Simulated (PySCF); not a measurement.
Molecule: In(Cl)2(Br), BrCl2In, SMILES [Cl][In]([Cl])[Br]. Atoms near the plane z = 0.0 Å, at the PBE0/def2-SVP optimised geometry (x, y, z in Å): In1 (-0.6, 0.0, 0.0), Cl2 (-1.8, -2.0, 0.0), Cl3 (-1.8, 2.0, 0.0), Br4 (1.8, 0.0, 0.0).

Level of theory: PySCF 2.14.0 with PBE0/def2-TZVP, def2 effective core potentials past Kr. The core electrons that the potentials of In replace are not part of the density. Cells within 0.4 Å of a nucleus heavier than hydrogen are left out (blank, or x). The values are rescaled to run from 0 to 1.

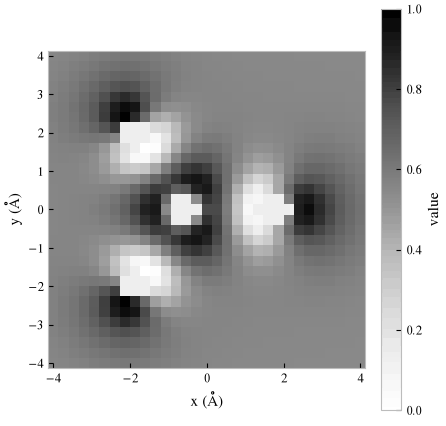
a field on the plane z = 0.0 Å.

Which quantity is mapped?
(A) electron localisation function
(B) log10 of the electron density
(C) an orbital amplitude
(D) electrostatic potential

C, an orbital amplitude. In full: LUMO amplitude (bohr^(-3/2)).
